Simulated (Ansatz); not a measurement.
# A workflow on SiS (SMILES [Si-]#[S+])

Wanted: a single-point energy (singlet SiS, HF/6-311G**), then a single-point energy (triplet S, UHF/6-311G**), then the energy (triplet S, UHF/6-311G**), then the energy (triplet Si, UHF/6-311G**), then the energy (triplet Si, UHF/6-311G**) of SSi and its partners. 

Program for the calculation: Ansatz 0.2.0.

1 further run of the same task is left out (set aside as unsound or not needed).

### Step 1. The molecule

The species is SiS (2 atoms), meant as a singlet with charge 0. As SMILES, `[Si-]#[S+]`. Geometry: the measured bond length.

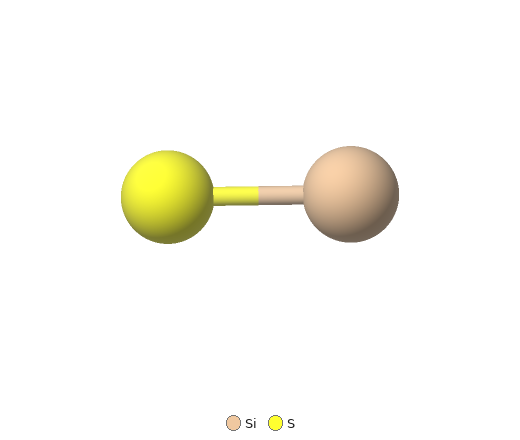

The structure, seen from a chosen angle (silicon light orange, sulfur yellow).

### Step 2. A single-point energy at HF/6-311G(d,p) (Cartesian d past Ne) (run 1)

molecule.yaml

```yaml
basis:
  gaussian: {orbitals: 6-311G_st__st_.json}
crystal:
  periodic: [false, false, false]
  atoms:
    - symbol: Si
      position_ang: [0.000000, 0.000000, 0.000000]
    - symbol: S
      position_ang: [0.000000, 0.000000, 1.929321]
hamiltonian: {xc: hf}
```

The basis set 6-311G** is read from a file made from the Basis Set Exchange's data (not shown).

Run with:

```
$ ansatz run molecule.yaml --threads 1 --pin off --max-ram 2610MiB --events-out events.jsonl --progress --plain --runs-dir runs
```

What it wrote:

```text
Warning: RAYON_NUM_THREADS=1 ignored (pool sized by the plan → 1); use --threads N
Functional definition: HF
  name "HF"
  exchange = exact_x
  correlation = 0
410 factors; integrals over basis functions are off by at most 6.8e-4 eV
mean field evaluation 1: about -18678.8415 eV, gradient 1.8e1 eV
mean field evaluation 2: about -18678.8440 eV, gradient 1.8e1 eV
mean field evaluation 4: about -18680.0943 eV, gradient 1.4e0 eV
mean field evaluation 8: about -18680.1062 eV, gradient 8.2e-5 eV
mean field -18680.10623110 eV, -686.4812421623 hartree, gradient 2.5e-5 eV, S^2 0.000000; 0 other end points of the search recorded, 0 dependent functions left out
reference -18680.10623110 eV, -686.4812421623 hartree; 15, 15 occupied and 39, 39 virtual orbitals, 410 factors
Total energy: -18680.10623110 eV, -686.4812421623 hartree
```

Run time: 0.22 s. Hardware: 1 thread of Arm Neoverse V1, shared host.

### Step 3. The S atom: a single-point energy at UHF/6-311G(d,p) (Cartesian d past Ne) (run 2)

in.yaml

```yaml
crystal:
  periodic: [false, false, false]
  atoms:
    - {symbol: S, position_ang: [0.000000, 0.000000, 1.929321]}
basis:
  gaussian:
    orbitals: 6-311G_st__st_.json
magnetization:
  spin_polarized: true
  initial_magnetization: 2
hamiltonian:
  xc: hf
```

The basis set 6-311G** is read from a file made from the Basis Set Exchange's data (not shown).

Run the same way, it converges to -397.49847 Eh (log not shown).

### Step 4. S among ghost functions: a single-point energy at UHF/6-311G(d,p) (Cartesian d past Ne, with ghost functions) (run 3)

input.yaml

```yaml
crystal:
  periodic: [false, false, false]
  atoms:
    - {symbol: S, position_ang: [0.000000, 0.000000, 1.929321]}
basis:
  gaussian:
    orbitals: 6-311G_st__st_.json
    ghost_atoms: [{symbol: Si, position_ang: [0.000000, 0.000000, 0.000000]}]
hamiltonian: {xc: hf}
magnetization: {spin_polarized: true, initial_magnetization: 2}
```

The basis set 6-311G** is read from a file made from the Basis Set Exchange's data (not shown).

Run the same way, it converges to -397.50016 Eh (log not shown).

### Step 5. The Si atom: a single-point energy at UHF/6-311G(d,p) (Cartesian d past Ne) (run 4)

job.yaml

```yaml
crystal:
  periodic: [false, false, false]
  atoms:
    - symbol: Si
      position_ang: [0.000000, 0.000000, 0.000000]
basis:
  gaussian: {orbitals: 6-311G_st__st_.json}
magnetization: {spin_polarized: true, initial_magnetization: 2}
hamiltonian: {xc: hf}
```

The basis set 6-311G** is read from a file made from the Basis Set Exchange's data (not shown).

Run the same way, it converges to -288.85044 Eh (log not shown).

### Step 6. Si among ghost functions: a single-point energy at UHF/6-311G(d,p) (Cartesian d past Ne, with ghost functions) (run 5)

run.yaml

```yaml
crystal:
  periodic: [false, false, false]
  atoms:
    - {symbol: Si, position_ang: [0.000000, 0.000000, 0.000000]}
basis:
  gaussian:
    orbitals: 6-311G_st__st_.json
    ghost_atoms: [{symbol: S, position_ang: [0.000000, 0.000000, 1.929321]}]
hamiltonian: {xc: hf}
magnetization: {spin_polarized: true, initial_magnetization: 2}
```

The basis set 6-311G** is read from a file made from the Basis Set Exchange's data (not shown).

Run the same way, it converges to -288.85163 Eh (log not shown).

### Step 7. Outcome

```
                                                                                                           quantity          value
                                                                                   run 1, HF/6-311G**: total energy  -686.48124 Eh
                                                                                               S atom: total energy  -397.49847 Eh
                                                                                                       S atom: ⟨S²⟩          2.006
                                                                              S among ghost functions: total energy  -397.50016 Eh
                                                                                      S among ghost functions: ⟨S²⟩          2.010
                                                                                              Si atom: total energy  -288.85044 Eh
                                                                                                      Si atom: ⟨S²⟩          2.006
                                                                             Si among ghost functions: total energy  -288.85163 Eh
                                                                                     Si among ghost functions: ⟨S²⟩          2.012
                                                                                      electronic atomisation energy       3.601 eV
              interaction energy of the rigid parts S and Si (parts in their own basis; closest atoms 1.93 Å apart)      -3.601 eV
interaction energy of the rigid parts S and Si (parts in the whole basis, counterpoise; closest atoms 1.93 Å apart)      -3.522 eV
```

In words: Taking the molecule apart into free atoms costs 3.60 eV (347 kJ/mol), before zero-point energy and without spin-orbit coupling. Hartree–Fock lacks the correlation of the bonding pairs, which as a rule makes this value much too low; in minimal bases other errors can mask that. The interaction energy of the rigid parts S and Si (parts in their own basis; closest atoms 1.93 Å apart) is −3.60 eV (−347 kJ/mol): the parts attract. Without counterpoise this holds the superposition error of the basis. The interaction energy of the rigid parts S and Si (parts in the whole basis, counterpoise; closest atoms 1.93 Å apart) is −3.52 eV (−340 kJ/mol): the parts attract. The basis-set superposition error is 7.6 kJ/mol.
